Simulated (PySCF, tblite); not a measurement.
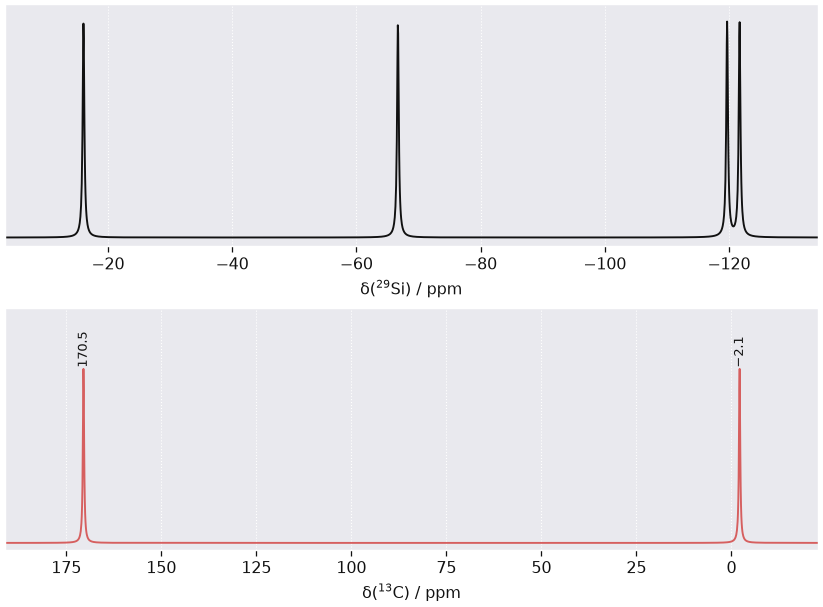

GIAO shifts, PBE0/pcSseg-1 with PySCF, at a GFN2-xTB geometry (a minimum by its frequencies), against TMS for ²⁹Si and TMS for ¹³C computed at the same level. Gas phase, fully decoupled, line heights follow the number of nuclei, widths are arbitrary (no quadrupolar broadening); values of one conformer, averaged over methyl-type rotors and exact or near symmetry; other conformers aren't averaged in.

Question: Which molecule was computed?
A. C₂H₁₁NSi₄, SMILES C=N[Si@H]1C[SiH2][SiH2][SiH2]1
B. C₂H₁₀O₂Si₄, SMILES O=CO[Si@@H]1C[SiH2][SiH2][SiH2]1
C. C₂H₁₀OSi₄, SMILES O=C[Si@@H]1C[SiH2][SiH2][SiH2]1
D. CH₁₃NSi₅, SMILES [SiH3]N[Si@@H]1C[SiH2][SiH2][SiH2]1

Answer: A. Its ²⁹Si signals: −16.1 (1 Si), −66.7 (1 Si), −119.7 (1 Si), −121.7 (1 Si) ppm. Its ¹³C signals: 170.5 (1 C), −2.1 (1 C) ppm.

Note: the tight-binding geometry is rougher than a DFT one and adds to the error.
